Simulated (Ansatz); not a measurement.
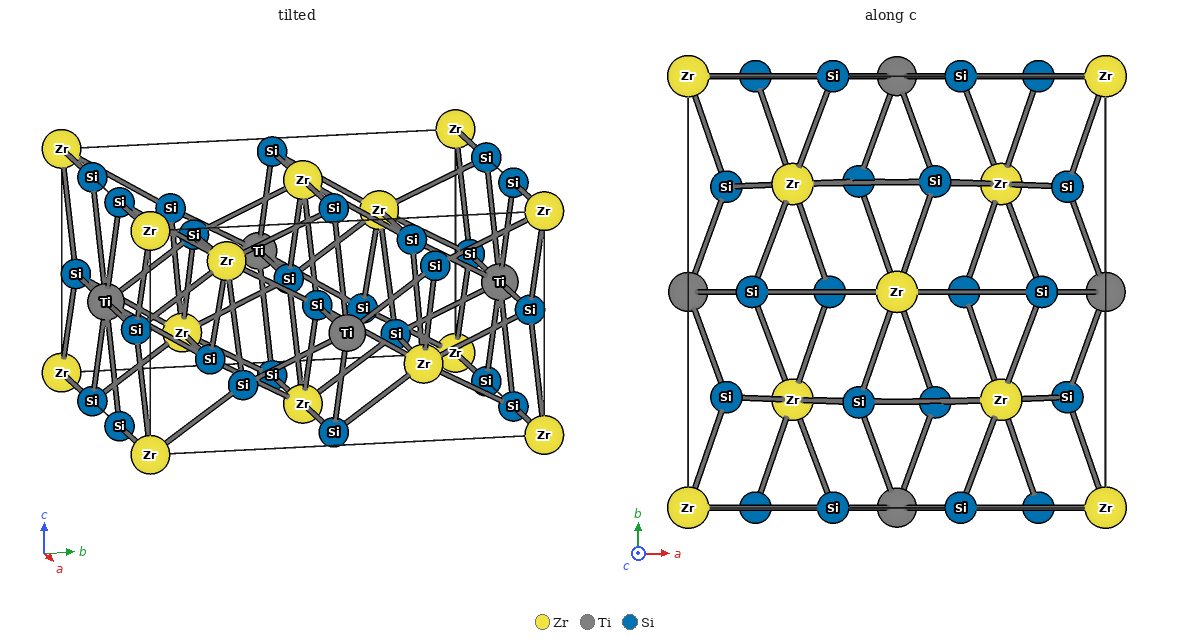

An orthographic ball-and-stick view of the structure, slightly off an axis and along the c axis. The parallelepiped is the conventional unit cell.

Zr3TiSi8, space group C222 (No. 21), a = 8.603 Å, b = 8.893 Å, c = 5.039 Å, α = 90.00°, β = 90.00°, γ = 90.00°. Starting structure: a structure type filled with these elements by a generator (whether the compound takes this form wasn't checked). Earlier steps of the study may have refined or changed the cell and positions. It went into a calculation with Ansatz.

This one geometry was computed with Ansatz (DFT, plane waves, PAW) at three levels of theory: PBE, r2SCAN and PBEsol.

### Which level gives the highest pressure at this volume, and what does that say about its equilibrium volume?

Highest: PBE (0.0 GPa), which points to the largest equilibrium volume. Lowest, with the smallest volume: PBEsol (-3.7 GPa). Levels within 0.5 GPa of each other can't be told apart.

### How does the band gap change with the level of theory?

All levels give a metal.

### Collect the results in a table.

| level | cutoff (eV) | k-mesh of the run's cell | gap (eV) | pressure (GPa) |
| --- | --- | --- | --- | --- |
| PBE | 420 | 6×6×8 | metal | 0.0 |
| r2SCAN | 500 | 6×6×8 | metal | -1.0 |
| PBEsol | 420 | 6×6×8 | metal | -3.7 |

Gaps are taken on the k-mesh or band path of each run.
